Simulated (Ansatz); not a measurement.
The starting structures come from a database of crystals and need not be the phases stable at ambient conditions.

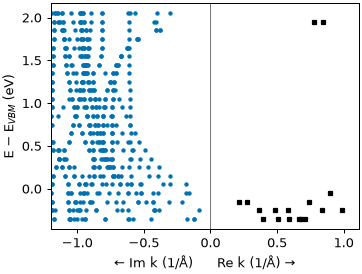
Fig. 1. Complex bands at the centre of the two-dimensional zone; Ansatz (a first-principles code) with PBEsol

The gap is the functional's own. No spin-orbit coupling. Mid-gap values are interpolated on the energy grid.

### Question
This is KAgF4 (I4/mcm, not sure to be the ambient phase, 12 atoms a cell, 16.3 Å³ an atom) along the normal of (100). Read off the slowest decay at the centre of the two-dimensional zone at 0.85 eV, the computed energy nearest the middle of the gap.

### Answer
κ ≈ 0.60 1/Å, a decay length 1/(2κ) of the density of 0.83 Å.
